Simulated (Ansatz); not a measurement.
# LiZnF3 (model cell, started as cubic perovskite with Zn in the octahedra): following an unstable mode, part 2 of 3

Wanted: the energy along a soft mode of LiZnF3 (model cell, started as cubic perovskite with Zn in the octahedra) and the structure at the end.

Ansatz 0.2.0; DFT PBEsol, scalar-relativistic, plane waves, PAW; PAW set soft_1.

So far, highest frequency on the path or at a solved wavevector (cm⁻¹): step 2 (the dispersion) 579. Also lowest frequency on the path (cm⁻¹): step 2 -231.

The structure was built from a prototype and need not be the compound's stable phase.

### Step 5. Energy along the mode, all amplitudes (two of the runs are shown above)

An imaginary frequency means negative curvature, so the energy should fall and then rise again as anharmonic terms take over.

Numbers from this step:

* depth at the lowest point sampled: 52.25 meV/atom
* largest atomic shift at that point: 0.6 Å

The energy from the parent by largest atomic shift:

| largest atomic shift (Å) | energy from the parent (meV/atom) |
| --- | --- |
| 0.000 | 0 |
| 0.040 | -0.276 |
| 0.080 | -1.10 |
| 0.140 | -3.36 |
| 0.220 | -8.21 |
| 0.320 | -17.0 |
| 0.450 | -32.2 |
| 0.600 | -52.3 |

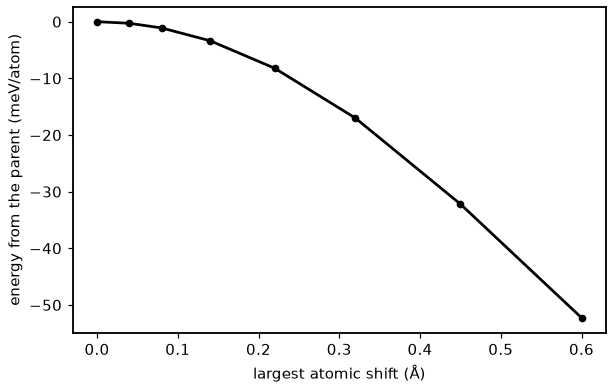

Energy from the parent against largest atomic shift.

Displacement at unit largest shift by atom:

| atom | x (Å) | y (Å) | z (Å) | size |
| --- | --- | --- | --- | --- |
| Li1 | 0.000 | -0.707 | -0.707 | 1.000 |
| Zn2 | 0.000 | -0.019 | -0.019 | 0.027 |
| F3 | 0.000 | 0.153 | 0.016 | 0.154 |
| F4 | 0.000 | 0.016 | 0.153 | 0.154 |
| F5 | 0.000 | 0.153 | 0.153 | 0.216 |

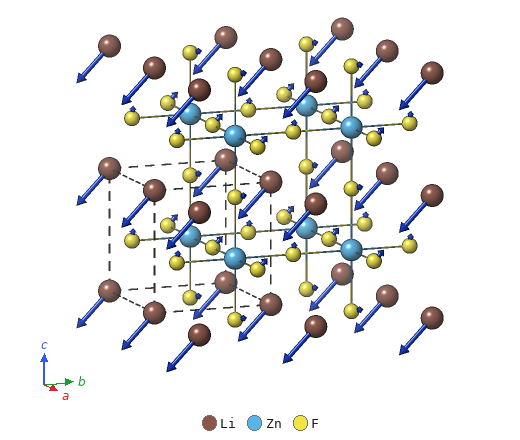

Displacement at unit largest shift as arrows, the longest 1.000 Å. 2×2×2 cells are drawn. Some periodic images of atoms are drawn too.

The lowest of the steps tried is the last one, at 0.6 Å, 52.3 meV/atom below the parent; the bottom of the well need not coincide with a step.

### Step 6. Relaxing from the distorted cell

Starting from the lowest point found, all atoms and the cell are let go, so that strain and other modes of the same symmetry can join in.

Contents of input.yaml:

```yaml
crystal:
  lattice:
    - [3.9677040432, 0.0, 0.0]
    - [0.0, 3.9677040432, 0.0]
    - [0.0, 0.0, 3.9677040432]
  atoms:
    - { symbol: Li, position: [0.0, -0.1069293637, -0.1069293637] }
    - { symbol: Zn, position: [0.5, 0.4971842228, 0.4971842228] }
    - { symbol: F, position: [0.5, 0.5231613438, 0.0024280041] }
    - { symbol: F, position: [0.5, 0.0024280041, 0.5231613438] }
    - { symbol: F, position: [0.0, 0.5231613438, 0.5231613438] }
kpoints:
  mp_grid: { grid: [8, 8, 8] }
hamiltonian:
  xc: pbesol
  pseudopotentials: { kind: paw, azcp: { folder: soft_1 }, xc_functional: pbe }
scf:
  occupations: { method: fixed }
output:
  forces: true
  stress: true
  eigenvalues: true
  write_density: true
  write_potential: true
  elf: true
  volumetric_format: npy
relax:
  adjacent_minimum: "off"
  f_tol: 0.002
  max_steps: 120
  cell: { stress_tol: 0.03 }
```

Started as:

```console
ansatz run input.yaml --threads 4 --pin off --max-ram 16384MiB --backend cpu --events-out ev --progress --plain --runs-dir out
```

Numbers of over 12 decimals in the logs are rounded to 6 here.

The log of the run:

```text
[...]
Crystal: 5 atoms, lattice volume = 62.462 Å³
Basis set: ecut = 420 eV, 1213 PW (Γ), exchange–correlation on 54×54×54 points (8 copies of the dense FFT grid, shifted against one another)
Bands: 23, of which v1, the nominal top of the filled ones, is band 18 counted from 1 (17 counted from 0)
Symmetry: 4 space group operations
[...]
k-points: 105 of 512 (time reversal used)
[...]
SCF iter   1: F=—  HF=-5893.485587 eV  |F-HF|=—  |Δ(HF+E_count)|=         —  Δρ=1.82e-1  dr2=1.24e1  ethr=3.10e-3  ⟨swp⟩=4.3  Hψ=11187  notcnv=0  defer=289
[...]
SCF iter  11: F=-5888.702474 eV  HF=-5888.702474 eV  |F-HF|=1.60e-8  |Δ(HF+E_count)|=   1.55e-7  Δρ=2.49e-6  dr2=3.59e-9  ethr=2.78e-10  ⟨swp⟩=14.1  Hψ=19228  notcnv=0
SCF 1 converged in 11 iterations: F = -5888.702474 eV  dr2 = 3.59e-9
[...]
relax step   1: F+E_penalty+E_count = -5888.70247356 eV  Δ(F+E_penalty+E_count) = +0.000e0 eV  max|allowed force component| = 3.547e-1 eV/Å  Δτ_max = 0.0000 Å  P = +0.576 GPa  Ω = 62.462 Å³  (11 SCF iters, dr2 threshold 1.00e-7 eV, accepted)
Crystal: 5 atoms, lattice volume = 63.039 Å³
Basis set: ecut = 420 eV, 1237 PW (Γ), exchange–correlation on 54×54×54 points (8 copies of the dense FFT grid, shifted against one another)
[...]
iter 1 solved again at ethr=5.89e-5 eV; its pass at ethr=3.10e-3 eV (dr2=2.12e-2 eV) is discarded
[...]
SCF iter   7: F=-5888.769530 eV  HF=-5888.769529 eV  |F-HF|=7.83e-7  |Δ(HF+E_count)|=   2.63e-6  Δρ=1.78e-5  dr2=2.41e-7  ethr=1.39e-9  ⟨swp⟩=13.8  Hψ=20082  notcnv=0
SCF 2 converged in 7 iterations: F = -5888.769530 eV  dr2 = 2.41e-7
  Residual-converged pass: ⟨swp⟩=1.0  Hψ=2838  notcnv=0  max |occ|·‖R‖ = 7.1e-9 eV (tolerance 1.0e-8 eV)  dr2=2.41e-7  dr2_onsite=1.83e-8  max |Δocc| = 0.0e0
relax step   2: F+E_penalty+E_count = -5888.76952980 eV  Δ(F+E_penalty+E_count) = -6.706e-2 eV  max|allowed force component| = 3.105e-1 eV/Å  Δτ_max = 0.0982 Å  P = +0.036 GPa  Ω = 63.039 Å³  energy of the carried Pulay correction = -1.589e-3 eV  (7 SCF iters, dr2 threshold 5.00e-7 eV, accepted)
Crystal: 5 atoms, lattice volume = 62.979 Å³
[...]
SCF iter   8: F=-5888.831715 eV  HF=-5888.831714 eV  |F-HF|=7.91e-7  |Δ(HF+E_count)|=   3.47e-6  Δρ=2.02e-5  dr2=2.00e-7  ethr=1.39e-9  ⟨swp⟩=14.8  Hψ=20817  notcnv=0
SCF 3 converged in 8 iterations: F = -5888.831715 eV  dr2 = 2.00e-7
[...]
relax step   3: F+E_penalty+E_count = -5888.83171498 eV  Δ(F+E_penalty+E_count) = -6.219e-2 eV  max|allowed force component| = 2.923e-1 eV/Å  Δτ_max = 0.1978 Å  P = +1.585 GPa  Ω = 62.979 Å³  energy of the carried Pulay correction = -1.423e-3 eV  (8 SCF iters, dr2 threshold 5.00e-7 eV, accepted)
[... from here on, the SCF cycles and remarks between the steps are left out ...]
relax step   4: F+E_penalty+E_count = -5888.85329055 eV  Δ(F+E_penalty+E_count) = -2.158e-2 eV  max|allowed force component| = 1.146e-1 eV/Å  Δτ_max = 0.0487 Å  P = -0.488 GPa  Ω = 63.910 Å³  energy of the carried Pulay correction = -3.961e-3 eV  (8 SCF iters, dr2 threshold 5.00e-7 eV, accepted)
relax step   5: F+E_penalty+E_count = -5888.86043145 eV  Δ(F+E_penalty+E_count) = -7.141e-3 eV  max|allowed force component| = 8.152e-2 eV/Å  Δτ_max = 0.0119 Å  P = -0.288 GPa  Ω = 63.927 Å³  energy of the carried Pulay correction = -4.006e-3 eV  (6 SCF iters, dr2 threshold 5.00e-7 eV, accepted)
relax step   6: F+E_penalty+E_count = -5888.85999258 eV  Δ(F+E_penalty+E_count) = +4.389e-4 eV  max|allowed force component| = 1.649e-1 eV/Å  Δτ_max = 0.0571 Å  P = -0.249 GPa  Ω = 63.762 Å³  energy of the carried Pulay correction = -3.558e-3 eV  (7 SCF iters, dr2 threshold 5.00e-7 eV, rejected (line search))
relax step   7: F+E_penalty+E_count = -5888.86481341 eV  Δ(F+E_penalty+E_count) = -4.382e-3 eV  max|allowed force component| = 1.103e-2 eV/Å  Δτ_max = 0.0262 Å  P = +0.081 GPa  Ω = 63.691 Å³  energy of the carried Pulay correction = -3.366e-3 eV  (11 SCF iters, accepted)
relax step   8: F+E_penalty+E_count = -5888.86492501 eV  Δ(F+E_penalty+E_count) = -1.116e-4 eV  max|allowed force component| = 1.356e-3 eV/Å  Δτ_max = 0.0090 Å  P = -0.006 GPa  Ω = 63.773 Å³  energy of the carried Pulay correction = -3.590e-3 eV  (6 SCF iters, dr2 threshold 1.18e-7 eV, accepted)
relax step   9: F+E_penalty+E_count = -5888.87252978 eV  Δ(F+E_penalty+E_count) = -7.605e-3 eV  max|allowed force component| = 2.866e-3 eV/Å  Δτ_max = 0.0000 Å  P = +0.181 GPa  Ω = 63.773 Å³  stress off target by 5.00e-1 GPa  SCF on the basis re-selected at this cell (its energy is not comparable with the rows above)  (9 SCF iters)
relax step  10: F+E_penalty+E_count = -5888.87281739 eV  Δ(F+E_penalty+E_count) = -2.876e-4 eV  max|allowed force component| = 2.492e-3 eV/Å  Δτ_max = 0.0077 Å  P = +0.035 GPa  Ω = 63.983 Å³  energy of the carried Pulay correction = -5.685e-4 eV  (6 SCF iters, dr2 threshold 5.00e-7 eV, accepted)
relax step  11: F+E_penalty+E_count = -5888.87273123 eV  Δ(F+E_penalty+E_count) = +8.616e-5 eV  max|allowed force component| = 1.097e-3 eV/Å  Δτ_max = 0.0016 Å  P = +0.001 GPa  Ω = 64.018 Å³  energy of the carried Pulay correction = -6.650e-4 eV  (6 SCF iters, dr2 threshold 1.41e-8 eV, accepted)
relax step  12: F+E_penalty+E_count = -5888.87359376 eV  Δ(F+E_penalty+E_count) = -8.625e-4 eV  max|allowed force component| = 1.085e-3 eV/Å  Δτ_max = 0.0000 Å  P = +0.005 GPa  Ω = 64.018 Å³  stress off target by 5.50e-2 GPa  SCF on the basis re-selected at this cell (its energy is not comparable with the rows above)  (7 SCF iters)
relax step  13: F+E_penalty+E_count = -5888.87356581 eV  Δ(F+E_penalty+E_count) = +2.794e-5 eV  max|allowed force component| = 1.589e-4 eV/Å  Δτ_max = 0.0010 Å  P = -0.002 GPa  Ω = 64.035 Å³  energy of the carried Pulay correction = -4.445e-5 eV  (6 SCF iters, dr2 threshold 7.55e-9 eV, accepted)
[...]
SCF iter   6: F=-5888.873631 eV  HF=-5888.873631 eV  |F-HF|=8.19e-12  |Δ(HF+E_count)|=  3.08e-10  Δρ=1.85e-7  dr2=1.61e-11  ethr=1.00e-12  ⟨swp⟩=10.9  Hψ=13977  notcnv=0
SCF 14 converged in 6 iterations: F = -5888.873631 eV  dr2 = 1.61e-11
relax step  14: F+E_penalty+E_count = -5888.87363113 eV  Δ(F+E_penalty+E_count) = -6.532e-5 eV  max|allowed force component| = 1.615e-4 eV/Å  Δτ_max = 0.0000 Å  P = -0.002 GPa  Ω = 64.035 Å³  stress off target by 7.74e-3 GPa  SCF on the basis re-selected at this cell (its energy is not comparable with the rows above)  (6 SCF iters)
[...]
SCF converged after 6 iterations
Free energy (F): -5888.873631 eV
[...]
Internal energy: -5888.873631 eV  (E = F + TS)
E sigma→0 (E₀):  -5888.873631 eV
Fermi energy:    1.714121 eV
[...]
--- Forces (eV/Å), atoms counted from 1 ---
  atom   1  Li     0.00000000    -0.00016122    -0.00016122
  atom   2  Zn    -0.00000000     0.00008361     0.00008361
  atom   3  F      0.00000000    -0.00003930     0.00006270
  atom   4  F      0.00000000     0.00006270    -0.00003930
  atom   5  F     -0.00000000     0.00005546     0.00005546
  max |Σ_I F_I| component: 1.25e-6 eV/Å
--- Stress (GPa, compression-positive) ---
       -0.005931       0.000000       0.000000
        0.000000       0.000597       0.007141
        0.000000       0.007141       0.000597
  P = ⅓ Tr σ = -0.0016 GPa (-0.016 kbar)
--- Band table (eV; the first three rows and the last of 105) ---
  k-point 0: bands = [... 14 lower, -0.2563, -0.1287, 0.0553, 0.5384, 5.3210, 9.5865, 12.2931, 14.5488, ... 1 higher]
  k-point 1: bands = [... 14 lower, -0.2568, -0.1010, -0.0031, 0.5481, 5.5934, 9.6619, 12.1264, 14.4558, ... 1 higher]
  k-point 2: bands = [... 14 lower, -0.2554, -0.0516, -0.0402, 0.5191, 6.3023, 9.7165, 11.8242, 14.5005, ... 1 higher]
  k-point 104: bands = [... 14 lower, 0.1584, 0.5113, 1.5468, 1.7141, 9.9058, 11.0232, 12.0316, 12.1277, ... 1 higher]
--- Relaxed structure (11 steps of the walk, 10 accepted, 3 SCFs on fresh bases) ---
  F+E_penalty+E_count = -5888.87363113 eV   max|allowed force component| = 1.615e-4 eV/Å   (the final SCF, on the basis selected at the relaxed cell)
  cell:  # Å, volume = 64.0351 Å³
    - [3.873641, 0, 0]
    - [0, 4.067799, 0.126478]
    - [0, 0.126478, 4.067799]
  atoms:
    - { symbol: Li, position: [0, -0.157409, -0.157409] }
    - { symbol: Zn, position: [0.5, 0.490541, 0.490541] }
    - { symbol: F, position: [0.5, 0.563158, 0.00921686] }
    - { symbol: F, position: [0.5, 0.00921686, 0.563158] }
    - { symbol: F, position: [0, 0.533498, 0.533498] }
```

Wall time 54 s (4 threads of Intel Xeon Platinum 8375C at 2.90GHz (Ice Lake), shared host); peak memory 0.57 GiB.

Step by step:

| step | energy less that of the first step (eV) | largest force component (eV/Å) | pressure (GPa) | volume (Å³) |
| --- | --- | --- | --- | --- |
| 1 | 0.0000 | 0.3547 | 0.58 | 62.46 |
| 2 | -0.0671 | 0.3105 | 0.04 | 63.04 |
| 3 | -0.1292 | 0.2923 | 1.59 | 62.98 |
| 4 | -0.1508 | 0.1146 | -0.49 | 63.91 |
| 5 | -0.1580 | 0.0815 | -0.29 | 63.93 |
| 6 | -0.1575 | 0.1649 | -0.25 | 63.76 |
| 7 | -0.1623 | 0.0110 | 0.08 | 63.69 |
| 8 | -0.1625 | 0.0014 | -0.01 | 63.77 |
| 9* | -0.1701 | 0.0029 | 0.18 | 63.77 |
| 10 | -0.1703 | 0.0025 | 0.04 | 63.98 |
| 11 | -0.1703 | 0.0011 | 0.00 | 64.02 |
| 12* | -0.1711 | 0.0011 | 0.01 | 64.02 |
| 13 | -0.1711 | 0.0002 | 0.00 | 64.04 |
| 14* | -0.1712 | 0.0002 | 0.00 | 64.04 |

Relaxation steps marked * repeat the geometry before them on a plane-wave basis chosen anew for their cell, so energy and pressure can jump there. Relaxation step 6 was tried and not accepted.

The run keeps the 4 symmetry operations that it works with, so distortions that break them were not tested.

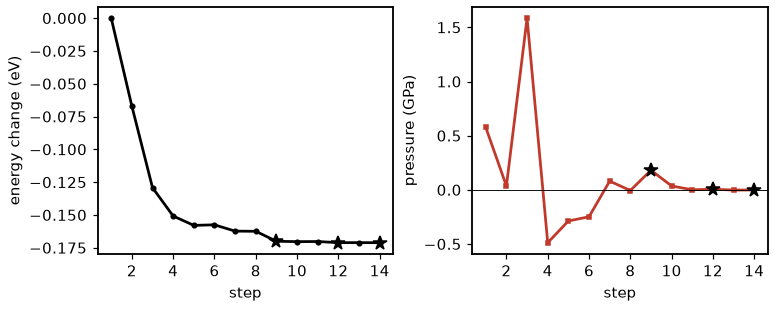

Energy and pressure along the relaxation. Stars mark steps on a basis chosen anew.

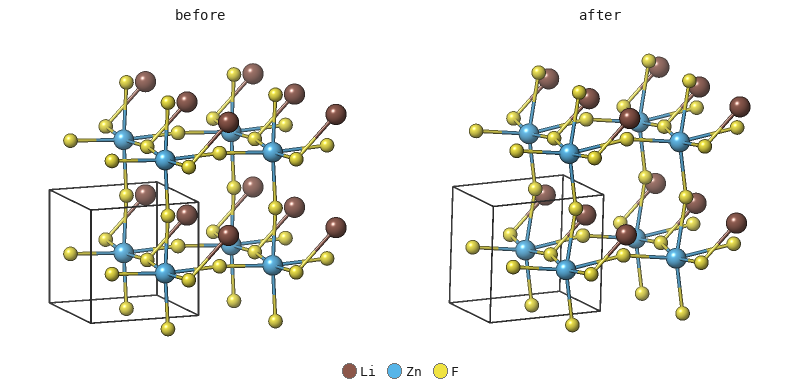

Before and after, at one scale.

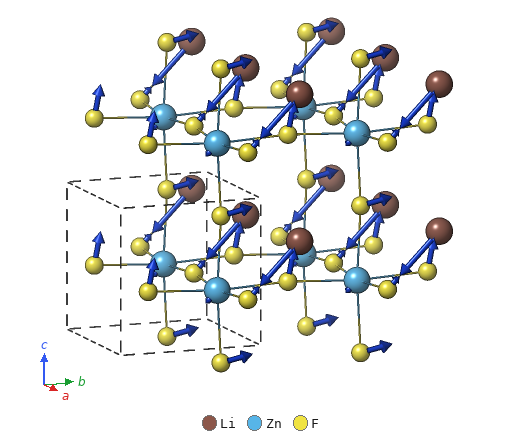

Displacements in the relaxation, exaggerated, measured against the changing cell; the longest in the cell stands for 0.30 Å. 2×2×2 cells are drawn. Some periodic images of atoms are drawn too.

| conventional cell, symmetrised | before | after | change |
| --- | --- | --- | --- |
| a (Å) | 3.968 | 3.874 | -2.4 % |
| b (Å) | 5.611 | 5.574 | -0.7 % |
| c (Å) | 5.611 | 5.932 | +5.7 % |
| volume (Å³/atom) | 12.49 | 12.81 | +2.5 % |

The atoms that moved most (Å, as changes of fractional coordinates times the final cell):

| atom | dx | dy | dz | length |
| --- | --- | --- | --- | --- |
| Li1 | 0.000 | -0.212 | -0.212 | 0.299 |
| F3 | 0.000 | 0.164 | 0.033 | 0.167 |
| F4 | 0.000 | 0.033 | 0.164 | 0.167 |
| F5 | 0.000 | 0.043 | 0.043 | 0.061 |
| Zn2 | 0.000 | -0.028 | -0.028 | 0.039 |

Final coordinates:

```xyz
5
Lattice="3.8736 0.0000 0.0000 0.0000 4.0678 0.1265 0.0000 0.1265 4.0678" Properties=species:S:1:pos:R:3 pbc="T T T"
Li    0.0000   -0.6602   -0.6602
Zn    1.9368    2.0575    2.0575
F     1.9368    2.2920    0.1087
F     1.9368    0.1087    2.2920
F     0.0000    2.2376    2.2376
```

Numbers from this step:

* pressure: -0.001579 GPa
* gap on the k-mesh: 3.607 eV
* volume per atom: 12.81 Å³

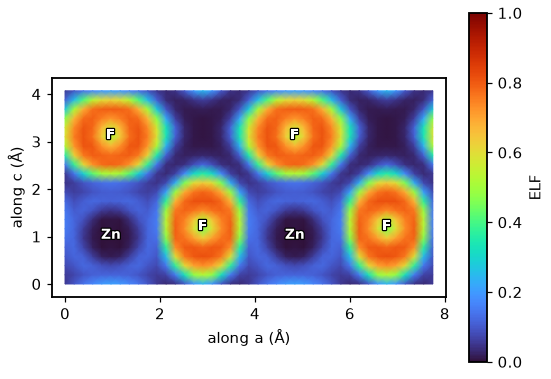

ELF in the ac plane at fractional y = 0.533, with atoms of Zn and F within 0.2 Å of it. It is the smooth field of the valence electrons, not physical close to the nuclei. The map starts off the cell's origin, so that atoms lie inside it.

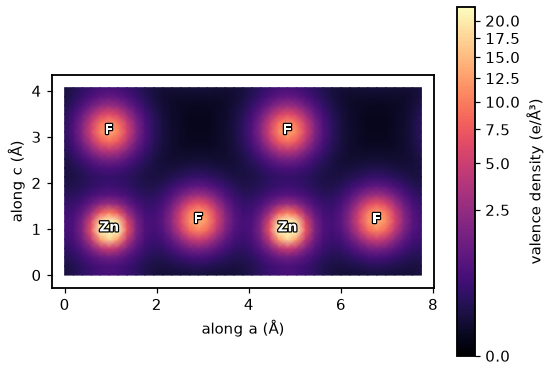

Valence density in the ac plane at fractional y = 0.533, with atoms of Zn and F within 0.2 Å of it. It is the smooth field of the valence electrons, not physical close to the nuclei. The map starts off the cell's origin, so that atoms lie inside it. The colour scale is stretched toward low values.

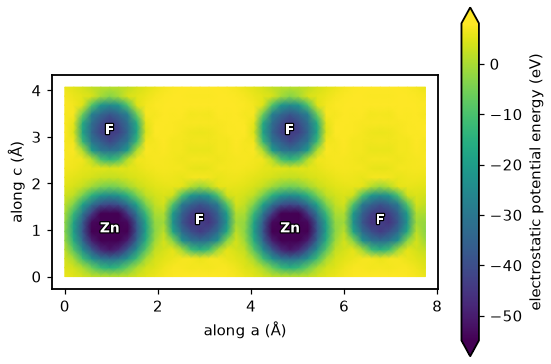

Electrostatic potential energy in the ac plane at fractional y = 0.533, with atoms of Zn and F within 0.2 Å of it. With pseudopotentials it is smooth inside the atoms' cores, unlike the true potential. The map starts off the cell's origin, so that atoms lie inside it.

The distorted start has space group Amm2; the relaxation ends in Amm2.

### Step 7. The new phase in its own primitive cell

The relaxed structure is symmetrised, reduced to its primitive cell and relaxed tightly, as its phonons need.

Contents of input.yaml:

```yaml
crystal:
  lattice:
    - [3.8736410714, 0.0, 0.0]
    - [0.0, 2.7869355005, 2.9658017084]
    - [0.0, -2.7869355005, 2.9658017084]
  atoms:
    - { symbol: Li, position: [0.0, 0.8425913827, 0.8425913827] }
    - { symbol: Zn, position: [0.5, 0.4905410892, 0.4905410892] }
    - { symbol: F, position: [0.5, 0.5631584757, 0.0092168633] }
    - { symbol: F, position: [0.5, 0.0092168633, 0.5631584757] }
    - { symbol: F, position: [0.0, 0.53349774, 0.53349774] }
kpoints:
  mp_grid: { grid: [6, 6, 6] }
hamiltonian:
  xc: pbesol
  pseudopotentials: { kind: paw, azcp: { folder: soft_1 }, xc_functional: pbe }
scf:
  occupations: { method: fixed }
output:
  forces: true
  stress: true
  eigenvalues: true
relax:
  adjacent_minimum: "off"
  f_tol: 0.001
  max_steps: 60
  cell: { stress_tol: 0.01 }
```

The log of the run:

```text
[...]
Crystal: 5 atoms, lattice volume = 64.035 Å³
Basis set: ecut = 420 eV, 1261 PW (Γ), exchange–correlation on 54×60×60 points (8 copies of the dense FFT grid, shifted against one another)
Bands: 23, of which v1, the nominal top of the filled ones, is band 18 counted from 1 (17 counted from 0)
Symmetry: 4 space group operations
[...]
k-points: 52 of 216 (time reversal used)
[...]
cell:  # Å, volume = 64.0351 Å³
    - [3.8736410714, 0.0, 0.0]
    - [0.0, 2.7869355005, 2.9658017084]
    - [0.0, -2.7869355005, 2.9658017084]
  atoms:
    - { symbol: Li, position: [0.0, 0.8425913827, 0.8425913827] }
    - { symbol: Zn, position: [0.500000, 0.490541, 0.490541] }
    - { symbol: F, position: [0.500000, 0.5631584757, 0.00921686] }
    - { symbol: F, position: [0.500000, 0.00921686, 0.5631584757] }
    - { symbol: F, position: [0.0, 0.53349774, 0.53349774] }
[key lines of the parts left out:]
SCF converged after 8 iterations
Free energy (F): -5888.873623 eV
Fermi energy:    1.714116 eV
P = ⅓ Tr σ = -0.0020 GPa (-0.020 kbar)
```

It took 4.2 s on 4 threads; peak memory 0.51 GiB; 15 s of CPU time.

Little changed from the start: no atom moved by 0.005 Å and no cell edge by 0.1 %.

This step gave:

```
pressure           : -0.001960 GPa
direct gap on mesh : 4.783 eV
```

The largest force component left is 0.25 meV/Å and the pressure is -0.002 GPa, within the tolerances set. The cell now holds 12.81 Å³/atom.

(Continued in part 3 of 3.)

[Logs are printed without paths, hosts, clocks, repeated set-up lines and the standing remarks that a program may print on its own settings, such as how far it seeks lower states.]

[Hosts, paths, dates, database ids (printed as entryN), source tags and the programs' standing remarks are cut or masked in the printed files.]
